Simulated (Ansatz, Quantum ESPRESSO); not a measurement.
# Predicting the next point of a tunnelling series: vacuum gaps between two Al(111) faces

Method. Quantum ESPRESSO 7.5 (pw.x, pwcond.x), PBE, GBRV ultrasoft; geometry as built. T is the transmission per spin at the Fermi level, averaged over the mesh across the current, in a cell of 7.07 Å². The series steps the width of the vacuum gap.

```
width (Å)         T
        4     0.348
        5    0.0742
        6    0.0131
        7   0.00196
        8  0.000292
```

**Question.** What is T at 9 Å?

By hand: In the tunnelling regime ln T falls linearly. The last two rows give a slope of ln(0.00196/0.000292)/(8 − 7) = 1.904 per Å, so T(9) ≈ 0.000292 × exp(−1.904 × 1) = 4.35e−5.

What the calculation gave: T = 4.01e−5; the estimate is 1.09 times that. The slope over the last interval is 1.986: the same within 8 %. Points of the mesh with over 2.5 times the mean carry 80 % of this T, so the value leans on the mesh. A second code, Ansatz 0.2.0, gives 3.48e−5.

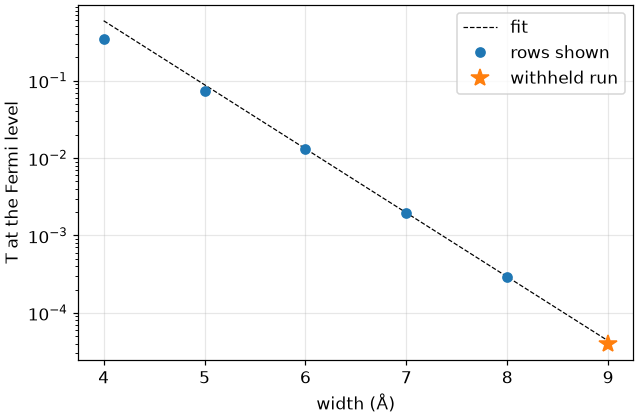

The rows shown, the fit and the withheld run.

Caveats: Short leads, unrelaxed atoms, a barrier without the image potential and an untested mesh. 1 more width failed or gave a T or channel count that the second code didn't bear out, and is not listed.

[Logs are printed without paths, hosts, clocks, repeated set-up lines and the standing remarks that a program may print on its own settings, such as how far it seeks lower states.]
